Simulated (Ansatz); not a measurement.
ClFGeH2···H2

```json
{"atom": "Ge", "x (Å)": "0.2004", "y (Å)": "0.4375", "z (Å)": "-0.4068"}
{"atom": "H", "x (Å)": "0.0662", "y (Å)": "-0.2302", "z (Å)": "2.2731"}
{"atom": "Cl", "x (Å)": "2.0107", "y (Å)": "-0.2677", "z (Å)": "-1.3678"}
{"atom": "H", "x (Å)": "-0.6477", "y (Å)": "1.2118", "z (Å)": "-1.4449"}
{"atom": "H", "x (Å)": "-0.4722", "y (Å)": "-0.7622", "z (Å)": "0.2765"}
{"atom": "F", "x (Å)": "0.6988", "y (Å)": "1.6196", "z (Å)": "0.7357"}
{"atom": "H", "x (Å)": "0.3733", "y (Å)": "0.3980", "z (Å)": "2.4442"}
```

Not at a stationary point (largest force 1.9 eV/Å).

Method: Ansatz 0.2.0, RKS PBE/def2-SVP.

**Predict the electron density and electron localisation function between the atoms.**

Ge–F (1.72 Å): ρ is about 0.96 e/Å³ halfway; the ELF peaks at about 0.80 in the valence shell of F, 0.5 Å from its nucleus, and is about 0.25 at the midpoint.
Ge–Cl (2.17 Å): ρ at the midpoint is about 0.71 e/Å³; the ELF peaks at about 0.85 in the valence shell of Cl, 0.8 Å from its nucleus, and is about 0.65 at the midpoint.

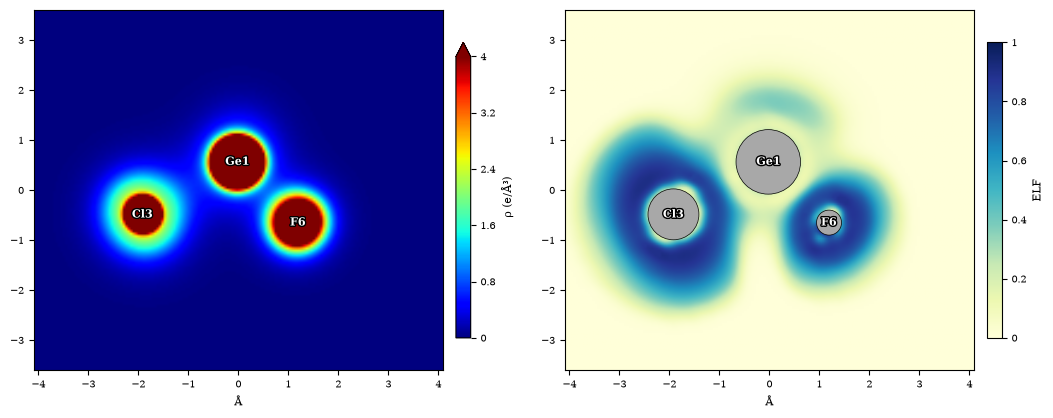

Computed electron density and electron localisation function on the plane of atoms Cl3, Ge1 and F6, in this order. Grey discs cover the atomic cores in the ELF map. 
